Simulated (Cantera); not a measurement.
A closed system holds: 1 mol Ca(OH)2, 0.52 mol H2, a varied amount of O2, at 452 °C and 10.0 mbar.

Method: chemical equilibrium by Gibbs-energy minimisation in Cantera with the NASA 1993 tables (ideal gas, pure condensed phases). Candidate condensed phases: Ca, CaO, Ca(OH)2, H2O; 14 gas species. Rates play no part.

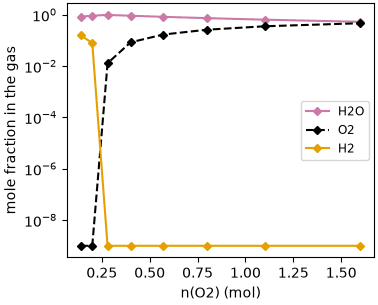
Equilibrium gas composition (values under 1e-9 drawn at 1e-9)

From 0.14 mol O2 to 1.6 mol O2 the condensed part is CaO(s).
